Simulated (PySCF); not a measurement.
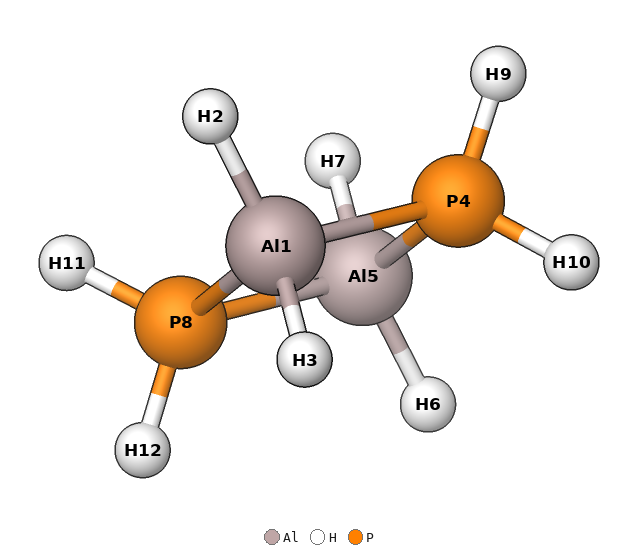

The geometry was computed by an optimisation with PBE0-D3(BJ)/def2-SVP. No frequency run is at hand to confirm it as a minimum. Level of theory: delta-SCF UKS SCAN, pcX-2 on the ionised atom (unc-x2c-TZVPall on a metal), pcseg-1 elsewhere, spin-free X2C (PySCF 2.14.0).

Give the core-electron binding energies (to vacuum; p and d levels without spin–orbit splitting) of Al1 1s, Al1 2p, P4 1s, P4 2p.

```csv
atom,level,binding energy (eV)
Al1,1s,1566.1
Al1,2p,79.9
P4,1s,2150.0
P4,2p,136.8
```
